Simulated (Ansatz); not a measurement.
## Electronic structure of C3H9NOSi (SMILES NCC(O)=C[SiH3]) in real space

Input

```
crystal:
  periodic: [false, false, false]
  atoms:
    - { symbol: "N", position_ang: [1.7591, -1.3304, -0.7141] }
    - { symbol: C, position_ang: [0.9788, -0.7668, 0.4258] }
    - { symbol: C, position_ang: [-0.5288, -0.6738, 0.1046] }
    - { symbol: O, position_ang: [-1.0628, -1.884, -0.0752] }
    - { symbol: C, position_ang: [-1.2395, 0.425, -0.007] }
    - { symbol: Si, position_ang: [-0.7569, 2.1991, 0.1749] }
    - { symbol: H, position_ang: [1.802, -0.5396, -1.4182] }
    - { symbol: H, position_ang: [1.1998, -1.9963, -1.1868] }
    - { symbol: H, position_ang: [1.1313, -1.4249, 1.3178] }
    - { symbol: H, position_ang: [1.418, 0.1968, 0.7458] }
    - { symbol: H, position_ang: [-0.5232, -2.6037, 0.1879] }
    - { symbol: H, position_ang: [-2.2778, 0.3255, -0.1994] }
    - { symbol: H, position_ang: [-0.2418, 2.451, 1.5118] }
    - { symbol: H, position_ang: [-1.9601, 3.0736, -0.0106] }
    - { symbol: H, position_ang: [0.2802, 2.4977, -0.828] }
basis:
  gaussian: { orbitals: def2-SVP }
hamiltonian:
  xc: { name: BHLYP }
  dispersion: d4
relax:
  f_tol: 0.015
  max_steps: 40
output:
  orbitals: {}
```

Launched as:

```sh
ansatz run input.yaml --threads 2 --pin off --max-ram 3072MiB --backend cpu --events-out ev --progress --plain --runs-dir out
```

The fields are those of the run's last geometry, not of the input's.

Level of theory: RKS BHLYP-D4/def2-SVP (Ansatz 0.2.0).

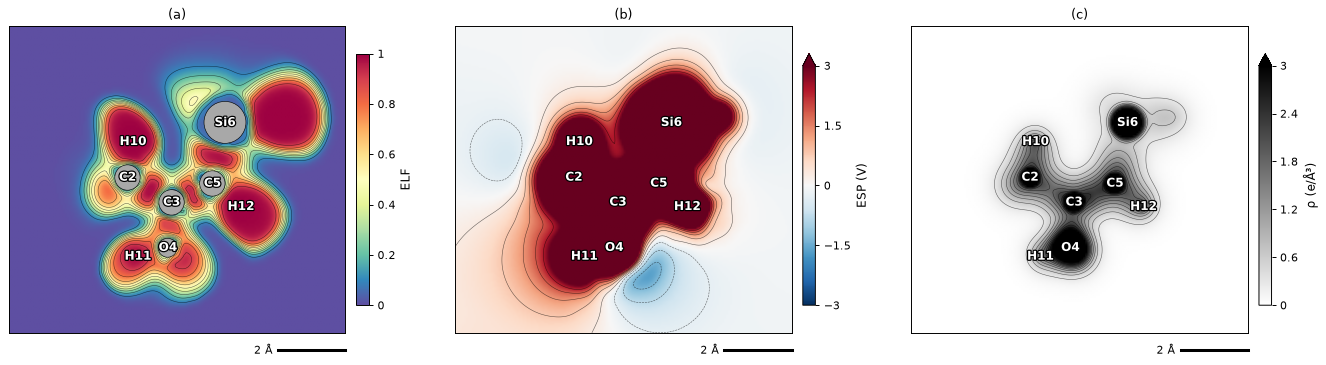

Figure 1. (a) ELF; (b) electrostatic potential; (c) electron density on the plane of atoms O4, C3 and C5. Grey discs cover the atomic cores in the ELF map.

Question: What does the map show?

Answer:
- The plane passes through C, O, Si and H nuclei.
- C–C (1.34 Å): the density is about 2.3 e/Å³ at the midpoint; the ELF peaks at about 0.95 between the atoms; a short, multiple covalent bond.
- C–O (1.35 Å): the density is about 2.4 e/Å³ at the midpoint, with its minimum of 2 e/Å³ about 0.5 Å from C; the ELF peaks at about 0.90 between the atoms; a shared but strongly polarised pair.
- C–Si (1.85 Å): ρ is about 0.98 e/Å³ halfway; the ELF peaks at about 1 between the atoms, as expected for localised, covalent bonding.
- O–H (0.95 Å): ρ at the midpoint is about 3.8 e/Å³; the ELF climbs to about 1 towards the hydrogen, as it does in any bond to H; an ordinary covalent bond to hydrogen.
- C–C (1.50 Å): ρ at the midpoint is about 1.8 e/Å³; the ELF peaks at about 1 between the atoms: a covalent bond.
- The ELF also peaks beside O4, away from the bonds: lone-pair regions.
- Outside the dense part of the molecule the potential is most negative (−1.6 V) near O4.

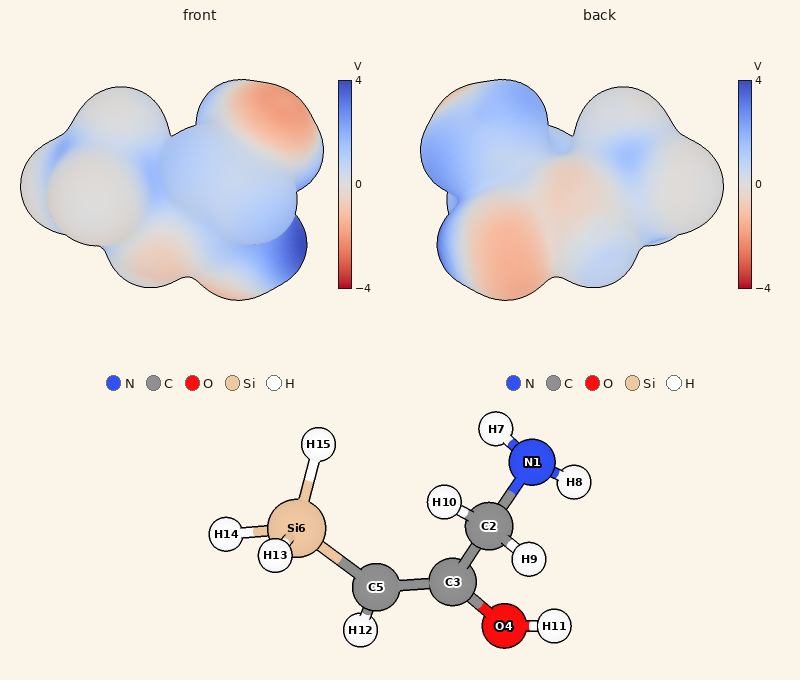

Figure 2. The electrostatic potential painted on the density surface at 0.004 e/bohr³, seen from the front and from behind; red is negative and blue positive. The bare structure is drawn below in the same view.

Question: Describe the electrostatic potential map.

Answer: The most negative region (about −1.8 V) lies over N1, the most positive (about +3.7 V) over H11. N1 is the likeliest acceptor of a hydrogen bond.

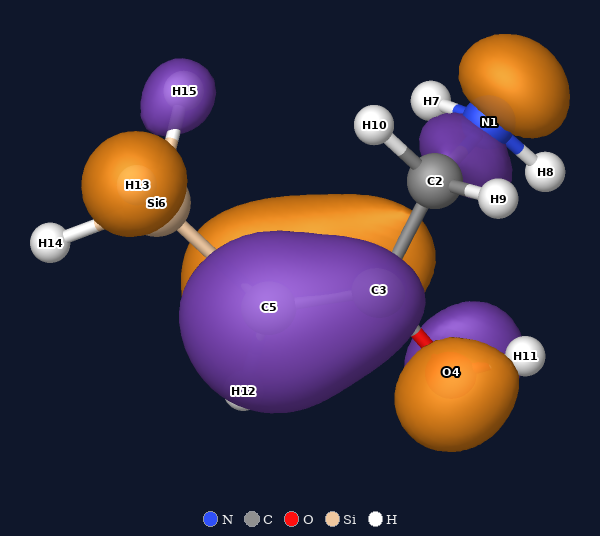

Figure 3. The HOMO at ±0.1 Å⁻³ᐟ² (orange and purple are the two phases), seen across its widest extent.

Question: Describe this orbital and give its energy.

Answer: It lies mainly on C5 (about 35 %), C3 (about 20 %), O4 (about 15 %) and N1 (about 5 %). Its energy is −7.73 eV.
